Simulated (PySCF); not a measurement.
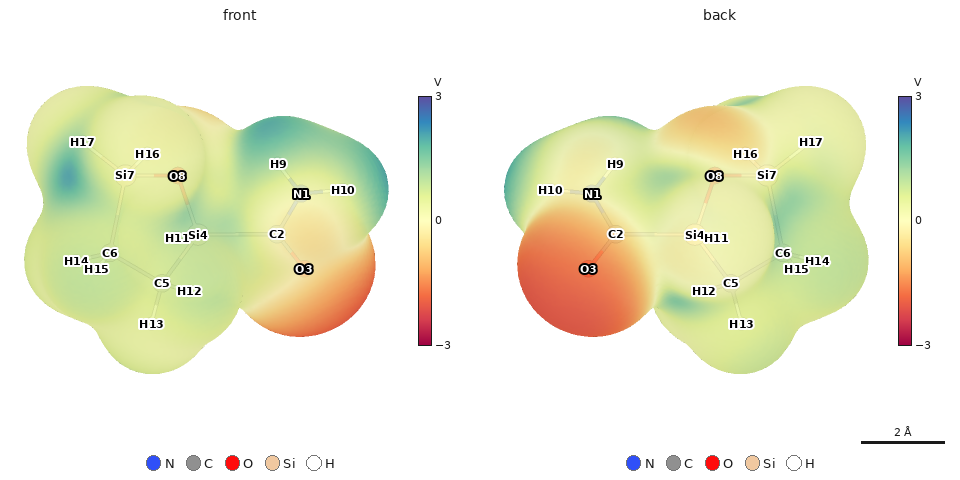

Figure 1: C3H9NO2Si2. The electrostatic potential painted on the density surface at 0.002 e/bohr³, seen from the front and from behind; red is negative and blue positive.

Geometry: GFN2-xTB.

Level of theory: CAM-B3LYP/def2-SVPD, SCF density, gas phase (PySCF 2.14.0).

Input

```
{"job": {"kind": "uv", "xc": "CAM-B3LYP", "basis": "def2-SVPD", "nstates": 8, "ntriplets": 3}, "charge": 0, "multiplicity": 1}
N      2.727737     0.558724     0.653079
C      2.081428    -0.574558     1.001196
O      2.504694    -1.322611     1.861882
Si     0.450829    -0.928431     0.070338
C     -1.164240    -0.411415     0.942448
C     -2.107862     0.101021    -0.157841
Si    -1.037186     0.873499    -1.533585
O      0.388964     0.136024    -1.184275
H      2.401728     1.103597    -0.125199
H      3.620075     0.778044     1.070260
H      0.425428    -2.286427    -0.467796
H     -0.958215     0.400117     1.644693
H     -1.635023    -1.206748     1.518757
H     -2.656173    -0.745143    -0.576866
H     -2.856766     0.774537     0.258410
H     -0.784524     2.305130    -1.393784
H     -1.407892     0.456667    -2.878756
```

Launched as:

```sh
OMP_NUM_THREADS=1 python probes_run.py task.json out
```

> Describe the electrostatic potential map.

The most negative region (about −2.0 V, or −46 kcal/mol for a unit charge) lies over O3, the most positive (about +2.0 V, or +46 kcal/mol for a unit charge) over Si7, H9 and H10. O3 is the likeliest acceptor of a hydrogen bond.

> What dipole moment does the calculation give?

Its dipole moment is 3.72 D.
